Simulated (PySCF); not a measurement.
**Run report: C5H3F2O (charge +1), NMR shielding calculation**

C5H3F2O, charge +1, computed with GIAO PBE0/pcSseg-1 NMR shielding, non-relativistic, gas phase (PySCF 2.14.0).

The geometry comes from this level: GFN2-xTB, NEB image 4 of 0 to 8. It belongs to a series of runs on one base structure; here: NEB image 4 of 0 to 8. Figures and captions count atoms from 1; the log counts them from 0 in places.

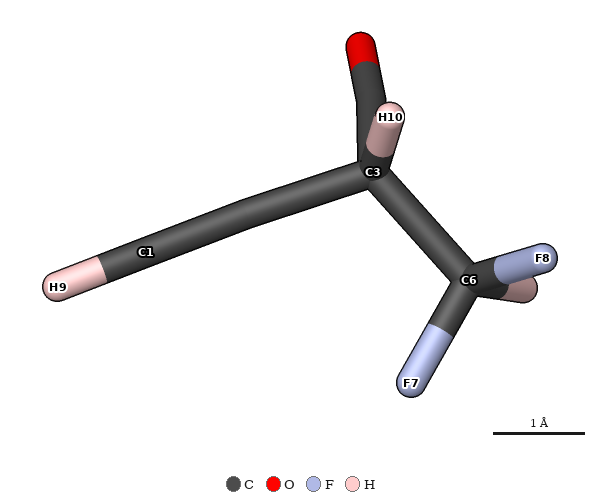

*The input geometry (stick view, seen at a tilt; atoms are numbered from 1 in the order of the input).*

Bond lengths as drawn: C–C 1.20 to 1.61 Å, C–F 1.32 to 1.33 Å, C–H 1.06 to 1.11 Å and C–O 1.12 Å.

## Summary

| quantity | value |
| --- | --- |
| outcome | converged |
| total energy | −466.276700 hartree |
| HOMO | −13.78 eV |
| LUMO | −8.44 eV |
| isotropic shielding, C | 29.2 to 157.4 ppm |
| isotropic shielding, O | −37.8 ppm |
| isotropic shielding, F | 261.3 to 273.8 ppm |
| isotropic shielding, H | 24.8 to 27.7 ppm |
| hardware | 1 CPU thread, shared host |
| wall time | 42 s |
| peak memory | 0.75 GiB |

## The input
```
{"job": {"kind": "nmr", "xc": "PBE0", "basis": "pcSseg-1", "pop": false}, "charge": 1, "multiplicity": 1}
C      0.777100     2.188800    -0.358200
C      0.608000     1.009400    -0.235100
C      0.374300    -0.423900     0.024400
C      0.544100    -0.945300    -1.253800
O      0.695800    -1.259100    -2.315300
C     -1.025900    -0.722800     0.754400
F     -1.576800     0.430200     1.102400
F     -0.755700    -1.420400     1.852900
H      0.935400     3.230100    -0.434900
H      1.157300    -0.793400     0.713200
H     -1.728100    -1.291100     0.124200
```

The first line tells a small driver script what to run in PySCF; the rest is the geometry in Å.

Launched with:
```bash
OMP_NUM_THREADS=1 python <driver script> task.json out
```

## Log
```
coarse grid: 10552 points
cycle   1  E = -465.9706400599  dE =  1.916e+00  |g| = 1.056e+00  |ddm| = 3.197e+00
cycle   2  E = -465.1537152980  dE =  8.169e-01  |g| = 2.359e+00  |ddm| = 2.388e+00
cycle   3  E = -466.1842337086  dE = -1.031e+00  |g| = 3.136e-01  |ddm| = 1.546e+00
cycle   4  E = -466.2004791980  dE = -1.625e-02  |g| = 1.235e-01  |ddm| = 2.588e-01
cycle   5  E = -466.2031203855  dE = -2.641e-03  |g| = 2.081e-02  |ddm| = 7.103e-02
cycle   6  E = -466.2031906077  dE = -7.022e-05  |g| = 6.707e-03  |ddm| = 1.881e-02
cycle   7  E = -466.2031985278  dE = -7.920e-06  |g| = 3.410e-03  |ddm| = 6.576e-03
cycle   8  E = -466.2032009656  dE = -2.438e-06  |g| = 8.384e-04  |ddm| = 2.319e-03
final grid: 106576 points
cycle   9  E = -466.2766690308  dE = -1.710e-05  |g| = 1.287e-02  |ddm| = 4.712e-02
cycle  10  E = -466.2765435735  dE =  1.255e-04  |g| = 2.925e-02  |ddm| = 2.166e-02
cycle  11  E = -466.2766991621  dE = -1.556e-04  |g| = 2.170e-03  |ddm| = 1.478e-02
cycle  12  E = -466.2767001678  dE = -1.006e-06  |g| = 5.858e-04  |ddm| = 1.778e-03
cycle  13  E = -466.2767002307  dE = -6.289e-08  |g| = 2.779e-04  |ddm| = 5.198e-04
cycle  14  E = -466.2767002481  dE = -1.741e-08  |g| = 6.907e-05  |ddm| = 2.075e-04
cycle  15  E = -466.2767002489  dE = -7.745e-10  |g| = 1.610e-05  |ddm| = 5.070e-05
```

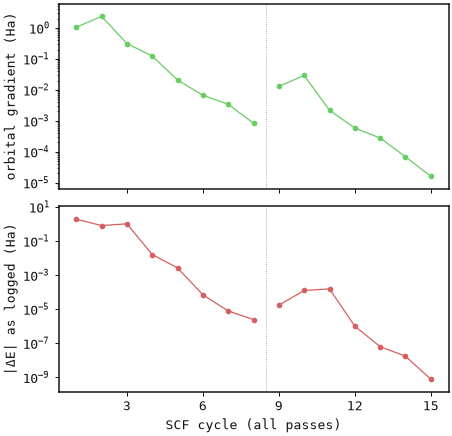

*Convergence of the self-consistent field: orbital gradient and size of the energy change against the SCF cycle. The dotted line marks the change from a coarse to the final integration grid.*

The first 8 cycles use a coarse grid, the final grid takes over at cycle 9, and the field converges after 15 cycles in all.

```
converged SCF energy = -466.2767002489

GIAO shielding tensors (ppm)
atom      isotropic    diamagn.    paramagn.     s11        s22        s33       span
  0 C       73.612     253.349    -179.737    -11.514      8.069    224.281    235.794
  1 C      130.524     267.579    -137.055     37.413     65.761    288.398    250.985
  2 C      157.370     244.384     -87.014    143.596    152.775    175.739     32.143
  3 C       29.167     262.328    -233.161    -90.343    -80.529    258.371    348.714
  4 O      -37.783     394.764    -432.547   -221.042   -144.181    251.873    472.915
  5 C       71.451     232.781    -161.330     49.746     69.575     95.032     45.286
  6 F      273.751     469.176    -195.425    179.179    285.040    357.035    177.856
  7 F      261.347     466.889    -205.543    171.724    295.484    316.831    145.108
  8 H       27.669      31.457      -3.788     23.008     23.233     36.765     13.758
  9 H       25.644      24.608       1.036     22.320     24.004     30.610      8.290
 10 H       24.764      25.121      -0.357     22.586     23.428     28.278      5.692
```

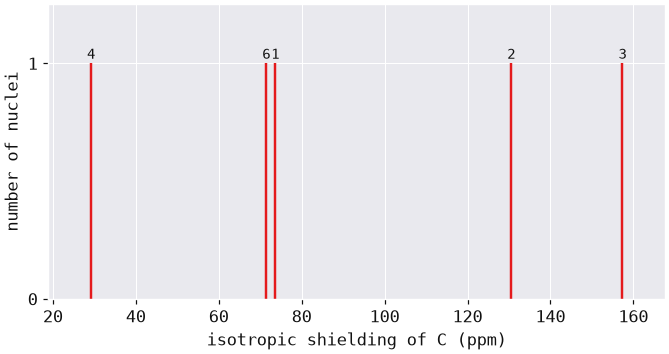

*Isotropic shieldings of the carbon nuclei in this fixed geometry, labelled by atom number; shielding grows to the right, so chemical shift grows to the left.*

The least shielded is C4 (29.2 ppm), the most shielded C3 (157.4 ppm).
